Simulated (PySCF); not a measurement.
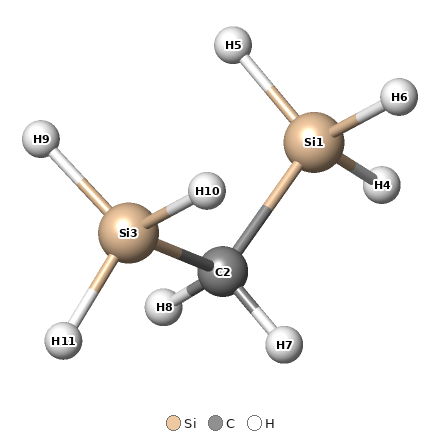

CH₈Si₂, SMILES [SiH3]C[SiH3]. Vertical core-electron binding energies by ΔSCF (SCAN, pcX-2 on the ionised atom, pcseg-1 elsewhere, spin-free X2C; PySCF 2.14.0, at a GFN2-xTB geometry (no frequency check)), gas phase, against the vacuum level. One atom of each kind was ionised; within a panel, areas follow the number of like atoms and 2j + 1 (2p levels are split by first-order spin-orbit coupling, an approximation), each panel is scaled alone, Gaussians of 0.6 eV full width. Only the regions named are shown.

Question: Predict the Si 2p and Si 1s photoelectron lines.

Answer:
| level | atoms | binding energy (eV) |
| --- | --- | --- |
| Si 2p1/2 | Si1, Si3 | 107.3 |
| Si 2p3/2 | Si1, Si3 | 106.6 |
| Si 1s | Si1, Si3 | 1846.4 |

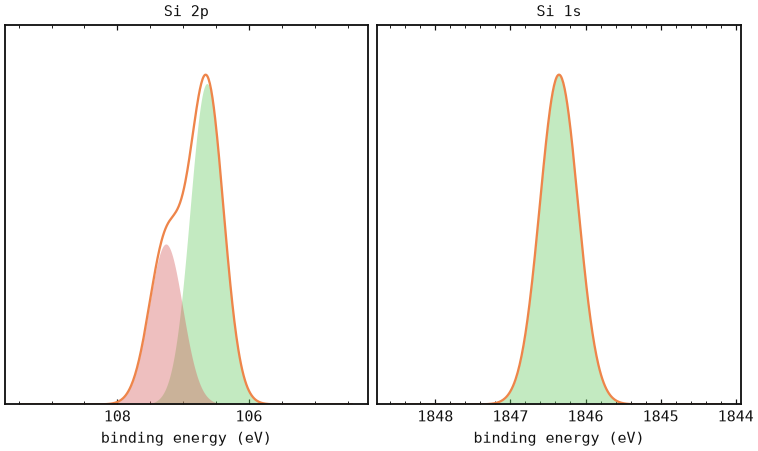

Caveats: the tight-binding geometry is rougher than a DFT one and adds to the error.
